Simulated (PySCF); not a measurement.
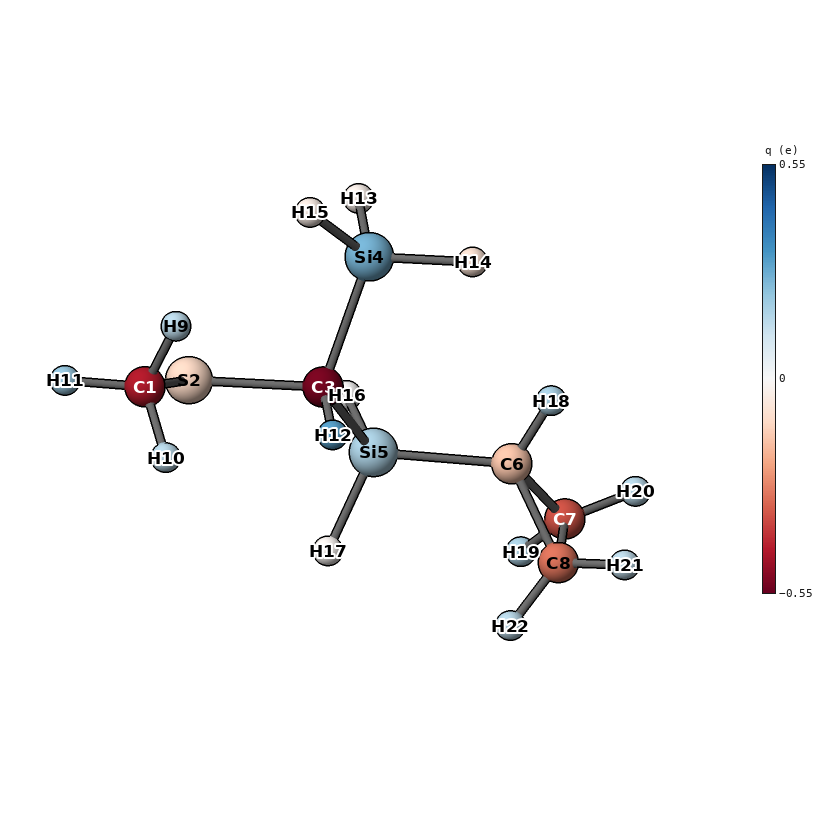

Atoms are coloured by their ESP-fitted charges. Computed geometry: GFN2-xTB optimisation. No frequency run is at hand to confirm it as a minimum. Level of theory: PBE0/pcSseg-1, gas phase (PySCF 2.14.0).

Question: Which atom carries the highest charge (most positive or least negative)?

Answer: H12 (0.30 e).

Question: And the lowest?

Answer: C3 (−0.52 e).

Give the ESP-fitted charges atom by atom.

```json
{"atom": "C1", "value (e)": "−0.43"}
{"atom": "S2", "value (e)": "−0.11"}
{"atom": "C3", "value (e)": "−0.52"}
{"atom": "Si4", "value (e)": "0.26"}
{"atom": "Si5", "value (e)": "0.17"}
{"atom": "C6", "value (e)": "−0.15"}
{"atom": "C7", "value (e)": "−0.35"}
{"atom": "C8", "value (e)": "−0.29"}
{"atom": "H9", "value (e)": "0.15"}
{"atom": "H10", "value (e)": "0.15"}
{"atom": "H11", "value (e)": "0.21"}
{"atom": "H12", "value (e)": "0.30"}
{"atom": "H13", "value (e)": "−0.03"}
{"atom": "H14", "value (e)": "−0.08"}
{"atom": "H15", "value (e)": "−0.04"}
{"atom": "H16", "value (e)": "0.00"}
{"atom": "H17", "value (e)": "−0.02"}
{"atom": "H18", "value (e)": "0.17"}
{"atom": "H19", "value (e)": "0.17"}
{"atom": "H20", "value (e)": "0.15"}
{"atom": "H21", "value (e)": "0.14"}
{"atom": "H22", "value (e)": "0.15"}
```

The geometry is semi-empirical. Around Si such bond lengths and angles can be off by a tenth of an ångström or more and by several degrees, and values that hang on the shape move with them.
